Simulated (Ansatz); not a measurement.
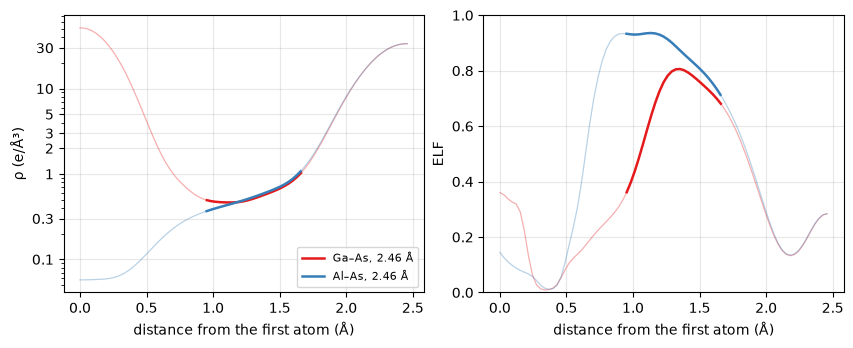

Al$_{3}$GaAs$_{4}$. Valence charge density (pseudo) and ELF along straight lines between neighbouring atoms. Thin, pale parts lie inside the atomic spheres.

Space group Cm; started from the ordered alloy on zincblende lattice prototype, which need not be the ambient phase.

The calculation used Ansatz, DFT, PBE0, plane waves, PAW.

In a PAW calculation such maps are meaningful between the atoms, not at the nuclei.

Q: What kind of bonding do the profiles show?

A: Ga–As (2.46 Å): ρ at the midpoint is about 0.48 e/Å³; the ELF peaks at about 0.80 between the atoms, as expected for a covalent bond.
Al–As (2.46 Å): ρ is about 0.49 e/Å³ halfway; the ELF peaks at about 0.95 between the atoms: a covalent bond.
